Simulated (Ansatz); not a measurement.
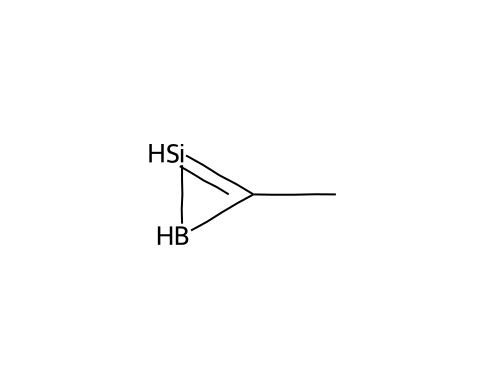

Structural formula above. Computed geometry: PBE0-D4/def2-TZVP optimisation. No frequency run is at hand to confirm it as a minimum.

What does the molecule look like in three dimensions?

It has 9 atoms: 2 carbon, 5 hydrogen, 1 boron and 1 silicon (C2H5BSi). Its SMILES string is `CC1=[SiH]B1`. Independent rings (smallest set): 1 of 3 members. Among its groups: Si–H bond, B–H bond. Coordination, clear cases only: 1 C tetrahedral; 1 Si T-shaped.

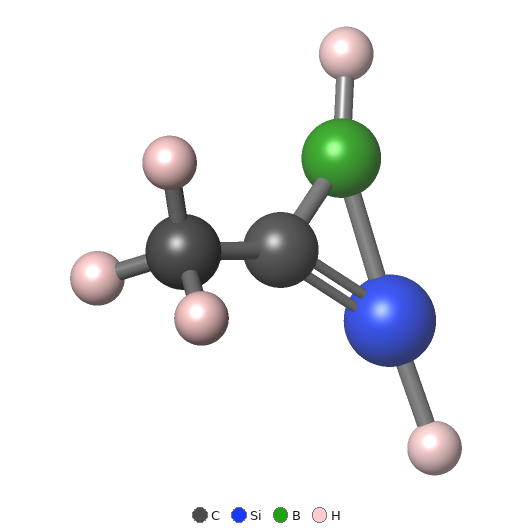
